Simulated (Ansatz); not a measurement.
# CAM-B3LYP/def2-TZVP (core potential) run of AgF (SMILES [F][Ag])

Aim: the electronic atomisation energy of AgF at CAM-B3LYP/def2-TZVP (core potential), from 3 runs. 

Program for the calculation: Ansatz 0.2.0.

37 further runs of the same task are left out: 37 set aside as unsound or not needed.

## Step 1: The molecule

The species is AgF (2 atoms), meant as a singlet with charge 0. As SMILES, `[F][Ag]`. Geometry: relaxed at PBE0-D4/def2-TZVP.

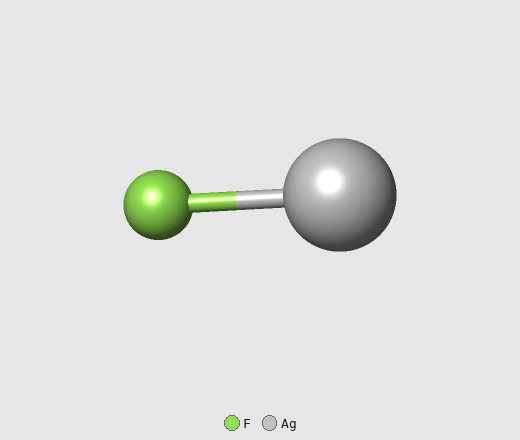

The structure, seen from a chosen angle (fluorine green, silver light grey).

## Step 2: The energy at CAM-B3LYP/def2-TZVP (core potential)

Input file in.yaml:

```yaml
crystal:
  periodic: [false, false, false]
  atoms:
    - {symbol: F, position_ang: [0.860000, -0.334300, 0.425600]}
    - {symbol: Ag, position_ang: [-0.830500, 0.274100, -0.421500]}
basis:
  gaussian:
    orbitals: def2-TZVP
hamiltonian:
  xc: {name: CAM-B3LYP}
accuracy: high
output: {orbitals: {seedname: orbitals}}
```

Run with:

```bash
$ ansatz run in.yaml --threads 1 --pin off --max-ram 3480MiB --events-out events.jsonl --progress --plain --runs-dir runs
```

The program printed:

```text
Warning: RAYON_NUM_THREADS=1 ignored (pool sized by the plan → 1); use --threads N
Functional definition: CAM-B3LYP
  name "CAM-B3LYP"
  parameter alpha = 0.19
  parameter beta = 0.46
  parameter omega = 0.33/bohr
  parameter ac = 0.81
  exchange = (1 - alpha - beta)*b88_x + beta*b88_x_sr(omega) + alpha*exact_x + beta*exact_x_lr(omega)
  correlation = (1 - ac)*vwn5_c + ac*lyp_c
1143 factors; integrals over basis functions are off by at most 3.7e-9 eV
236 factors; integrals over basis functions are off by at most 2.1e-9 eV
mean field evaluation 1: about -6712.2806 eV, gradient 4.9e1 eV
mean field evaluation 2: about -6698.8653 eV, gradient 1.1e2 eV
mean field evaluation 4: about -6715.9611 eV, gradient 3.7e0 eV
mean field evaluation 8: about -6715.9861 eV, gradient 1.7e-1 eV
mean field evaluation 16: about -6715.9862 eV, gradient 1.7e-4 eV
mean field -6715.98618588 eV, -246.8079400722 hartree, gradient 2.8e-8 eV, S^2 0.000000; 0 other end points of the search recorded, 0 dependent functions left out
reference -6715.98620015 eV, -246.8079405964 hartree; 14, 14 occupied and 57, 57 virtual orbitals, 1143 factors
Total energy: -6715.98620015 eV, -246.8079405964 hartree
```

It took 4.5 s on 1 thread of Arm Neoverse V1, shared host; peak memory 0.17 GiB.

## Step 3: The Ag atom, same level

Input file input.yaml:

```yaml
crystal:
  periodic: [false, false, false]
  atoms:
    - {symbol: Ag, position_ang: [0.000000, 0.000000, 0.000000]}
basis:
  gaussian:
    orbitals: def2-TZVP
magnetization:
  spin_polarized: true
  initial_magnetization: 1
hamiltonian:
  xc: {name: CAM-B3LYP}
accuracy: high
```

Run the same way, it converges to -146.93788 Eh (log not shown).

## Step 4: The F atom

input.yaml: that of step 3 with these lines changed.

```diff
@@ -3,3 +3,3 @@
   atoms:
-    - {symbol: Ag, position_ang: [0.000000, 0.000000, 0.000000]}
+    - {symbol: F, position_ang: [0.000000, 0.000000, 0.000000]}
 basis:
```

Run with:

```bash
$ ansatz run input.yaml --threads 1 --pin off --max-ram 3480MiB --events-out events.jsonl --progress --plain --runs-dir runs
```

The program printed:

```text
Warning: RAYON_NUM_THREADS=1 ignored (pool sized by the plan → 1); use --threads N
Functional definition: CAM-B3LYP
  name "CAM-B3LYP"
  parameter alpha = 0.19
  parameter beta = 0.46
  parameter omega = 0.33/bohr
  parameter ac = 0.81
  exchange = (1 - alpha - beta)*b88_x + beta*b88_x_sr(omega) + alpha*exact_x + beta*exact_x_lr(omega)
  correlation = (1 - ac)*vwn5_c + ac*lyp_c
309 factors; integrals over basis functions are off by at most 2.7e-9 eV
93 factors; integrals over basis functions are off by at most 1.6e-9 eV
mean field evaluation 1: about -2714.1605 eV, gradient 6.7e0 eV
mean field evaluation 2: about -2714.2389 eV, gradient 2.1e0 eV
mean field evaluation 4: about -2714.2500 eV, gradient 5.4e-2 eV
mean field evaluation 8: about -2714.2501 eV, gradient 1.6e-3 eV
mean field evaluation 16: about -2714.2501 eV, gradient 4.5e-8 eV
mean field -2714.25013347 eV, -99.7468526202 hartree, gradient 4.5e-8 eV, S^2 0.751493; 0 other end points of the search recorded, 0 dependent functions left out
reference -2714.25014007 eV, -99.7468528629 hartree; 5, 4 occupied and 26, 27 virtual orbitals, 309 factors
Total energy: -2714.25014007 eV, -99.7468528629 hartree
```

It took 0.62 s on 1 thread of Arm Neoverse V1, shared host.

## Step 5: Outcome

Level: CAM-B3LYP/def2-TZVP (core potential).

| quantity | value |
| --- | --- |
| molecule: total energy | -246.80794 Eh |
| molecule: HOMO energy | -9.47 eV |
| molecule: LUMO energy | -2.44 eV |
| molecule: HOMO–LUMO gap | 7.03 eV |
| Ag atom: total energy | -146.93788 Eh |
| Ag atom: ⟨S²⟩ | 0.750 |
| F atom: total energy | -99.74685 Eh |
| F atom: ⟨S²⟩ | 0.751 |
| electronic atomisation energy | 3.353 eV |

Taking the molecule apart into free atoms costs 3.35 eV (323 kJ/mol), before zero-point energy and without spin-orbit coupling.
